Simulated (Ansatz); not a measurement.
**AlBClFH2: density, localisation and related maps**

| atom | x (Å) | y (Å) | z (Å) |
| --- | --- | --- | --- |
| B | 1.1906 | -0.0413 | 1.4534 |
| Al | 0.5275 | -0.1706 | -0.5197 |
| F | -1.2606 | 0.9747 | -0.5407 |
| Cl | -0.8236 | -1.6746 | -1.3382 |
| H | -1.7512 | 0.2262 | -0.8615 |
| H | 2.2266 | 0.4101 | 1.8656 |

Geometry: PBE0-D4/def2-TZVP.

Theory: RKS PBE0-D4/def2-TZVPP in Ansatz.

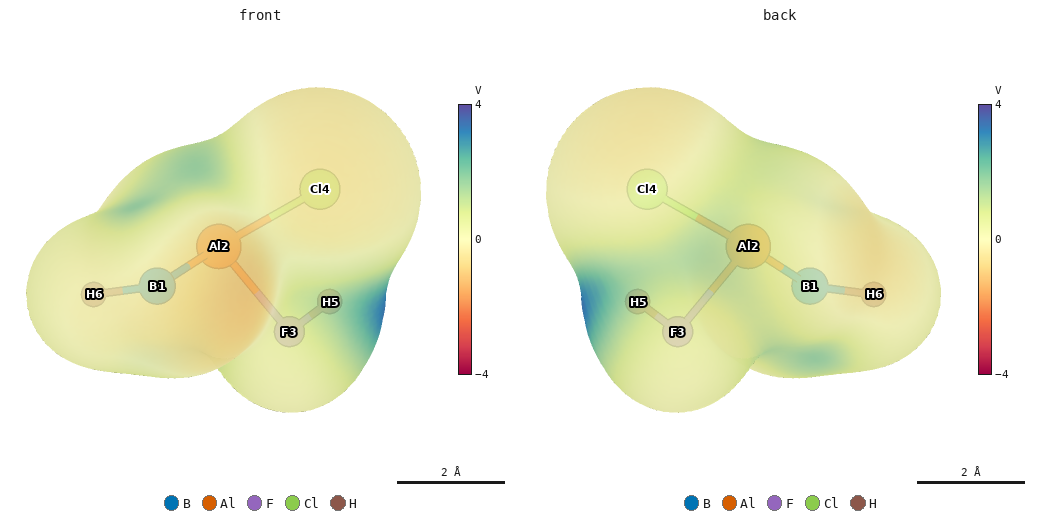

Figure 1. The electrostatic potential painted on the density surface at 0.002 e/bohr³, seen from the front and from behind; the colour scale runs from red (negative) to blue (positive).

> Where is the surface potential most negative and most positive?

The most negative region (about −1.1 V) lies over H6, the most positive (about +3.3 V) over H5.

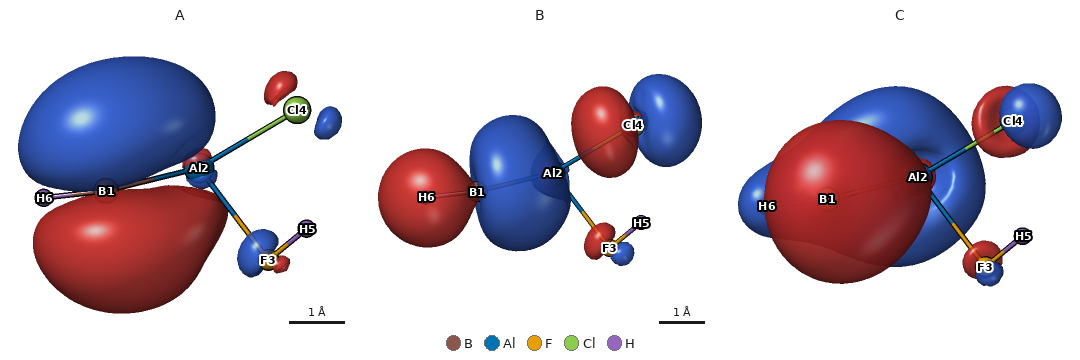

Figure 2. Three frontier orbitals at ±0.08 Å⁻³ᐟ² (red and blue are the two phases), in no order.

> Order the three orbitals by energy and name them.

B is the HOMO−1 (−8.94 eV). It lies mainly on B1 (about 40 %), Al2 (about 25 %), Cl4 (about 20 %) and H6 (about 15 %). C is the HOMO (−5.39 eV). By Hirshfeld shares it lies mainly on B1 (about 45 %) and Al2 (about 45 %). A is the LUMO (−2.88 eV). By Hirshfeld shares it lies mainly on B1 (about 60 %) and Al2 (about 30 %).

> What is the HOMO–LUMO gap?

2.51 eV between the orbital energies.

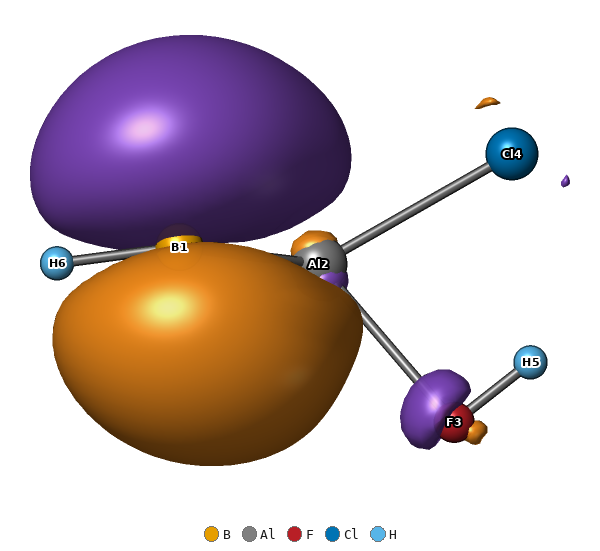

Figure 3. The LUMO at ±0.1 Å⁻³ᐟ² (orange and purple are the two phases), seen at a tilt.

> Where does this orbital lie, and at what energy?

It lies mainly on B1 (about 60 %) and Al2 (about 30 %). Its energy is −2.88 eV.
